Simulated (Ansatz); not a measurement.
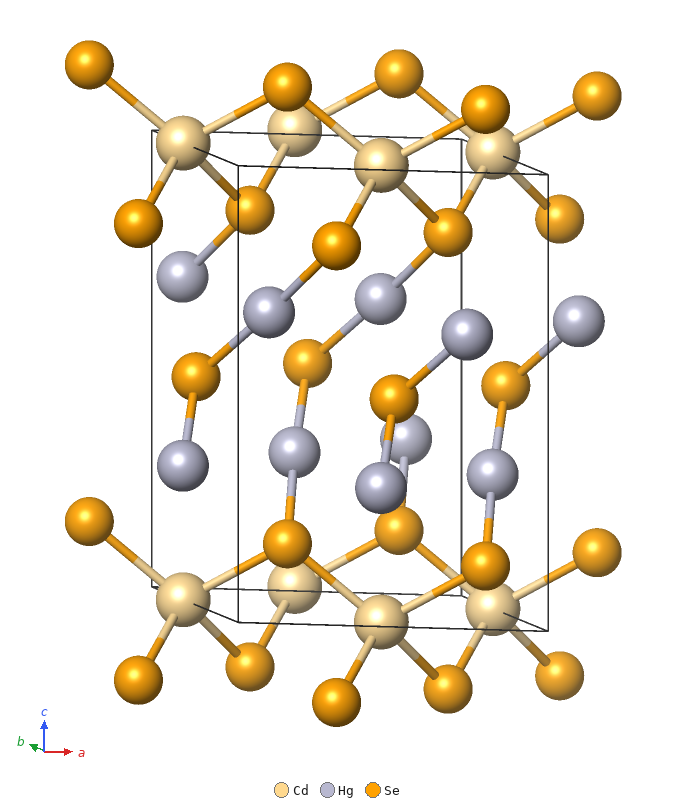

Drawn in the ball-and-stick manner and seen slightly off an axis. The parallelepiped is the conventional unit cell. Outside the box, the atoms bonded to those within are drawn.

CdHg₂Se₃, space group C2 (No. 5), a = 7.353 Å, b = 4.733 Å, c = 10.064 Å, α = 90.00°, β = 95.62°, γ = 90.00°. The cell started as a structure type filled with these elements by a generator (whether the compound takes this form wasn't checked). Earlier steps of the study, as a rule a relaxation of our own, may have changed the cell and positions, so they can lie some per cent off the listed ones. It went into a calculation with Ansatz.

This one geometry was computed with Ansatz (DFT, plane waves, PAW) at three levels of theory: r2SCAN, PBE and LDA.

### Which level gives the highest pressure at this volume, and what does that say about its equilibrium volume?

Highest: PBE (0.0 GPa), which points to the largest equilibrium volume. Lowest, with the smallest volume: LDA (-4.5 GPa). Levels within 0.5 GPa of each other can't be told apart.

### How does the band gap change with the level of theory?

LDA: a gap of 0.83 eV, indirect; PBE: a gap of 0.96 eV, indirect; r2SCAN: a gap of 1.24 eV, indirect.

### Collect the results in a table.

| level | cutoff (eV) | k-mesh of the run's cell | gap (eV) | pressure (GPa) |
| --- | --- | --- | --- | --- |
| r2SCAN | 500 | 8×8×4 | 1.24 | -1.7 |
| PBE | 420 | 8×8×4 | 0.96 | 0.0 |
| LDA | 420 | 8×8×4 | 0.83 | -4.5 |

Gaps are taken on the k-mesh or band path of each run.
